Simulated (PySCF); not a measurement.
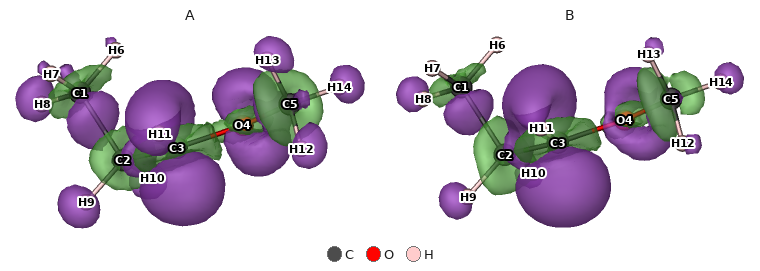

Figure 1: C₄H₉O, doublet, SMILES `CC[CH]OC`. The two Fukui functions at ±0.03 e/Å³ (purple positive, green negative).

Level of theory: CAM-B3LYP/def2-SVP (PySCF), at a geometry from GFN2-xTB. No frequency check shows the geometry to be a minimum. GFN2-xTB doesn't know the spin state, so this open-shell geometry is rough.

Input script:

```python
import numpy as np
from pyscf import gto, scf, dft
from pyscf.scf import atom_ks, atom_hf
from scipy.linalg import block_diag

def solve(mol, dm0=None, hcore=None):
    mf = (dft.UKS if mol.spin else dft.RKS)(mol, xc='camb3lyp')
    mf.grids.level = 3
    mf = mf.density_fit(auxbasis='def2-universal-jkfit')
    mf.conv_tol, mf.max_cycle = 1e-8, 80
    if hcore is not None:
        mf.get_hcore = lambda *args: hcore
    mf.kernel(dm0)
    if not mf.converged:
        mf = mf.newton().run(mf.mo_coeff, mf.mo_occ, max_cycle=30)
    assert mf.converged, 'SCF not converged'
    return mf

mol = gto.M(atom='''
C      2.12801     0.65147    -0.04473
C      1.29151    -0.62731     0.14703
C     -0.08329    -0.50014    -0.39004
O     -1.03309    -0.01660     0.47562
C     -2.27961     0.27861    -0.08939
H      1.65454     1.48562     0.46651
H      2.21320     0.89361    -1.10170
H      3.12688     0.51276     0.36233
H      1.80048    -1.45417    -0.35539
H      1.22565    -0.85096     1.21255
H     -0.25353    -0.35106    -1.44638
H     -2.74834    -0.61866    -0.51042
H     -2.19000     1.03067    -0.88241
H     -2.90392     0.66923     0.71277
''', basis='def2-svp', charge=0, spin=1, verbose=4)
mf = solve(mol)
out = dict(e0=mf.e_tot, dm0=mf.make_rdm1(), c=mf.mo_coeff, occ=mf.mo_occ, eps=mf.mo_energy)
for name, dq, spin in [('cation', 1, 0), ('anion', -1, 0)]:
    ion = mol.copy().set(charge=mol.charge + dq, spin=spin).build()
    mi = solve(ion)
    if spin and dq > 0 and mol.nao < 130:
        c, _, stable, _ = mi.stability(return_status=True)
        if not stable:
            mi = solve(ion, mi.make_rdm1(c, mi.mo_occ))
    print(name, 'vertical energy change / eV', (mi.e_tot - mf.e_tot) * 27.211386)
    out.update({'e_' + name: mi.e_tot, 'dm_' + name: mi.make_rdm1(), 's2_' + name: mi.spin_square()[0], 'eps_' + name: mi.mo_energy, 'occ_' + name: mi.mo_occ})
# spherically averaged free atoms, for the promolecule
atm = atom_ks.get_atm_nrks(mol, xc='camb3lyp')
pro = block_diag(*[(atm[a[0]][2] * atm[a[0]][3]) @ atm[a[0]][2].T for a in mol._atom])
np.savez('result.npz', pro=pro, **out)
```

Run with:

```sh
OMP_NUM_THREADS=1 python input.py
```

The run took 83 s on 1 thread of Arm Neoverse V1, on a shared host, peak memory 0.6 GiB.

Partitions, critical points and surface values were worked out afterwards from this run's density.

### Which panel is f⁻ (electron removed) and which f⁺ (electron added)?

A is f⁻, B is f⁺. f⁻ (Hirshfeld-condensed) is largest on C3 (0.29); the vertical ionisation energy is 6.94 eV (to the singlet cation, which needn't be its lowest state). f⁺ (Hirshfeld-condensed) is largest on C3 (0.30); the vertical electron affinity is −1.73 eV (to the singlet anion, which needn't be its lowest state; negative, but this basis has no diffuse functions, so it doesn't show that the anion is unbound).
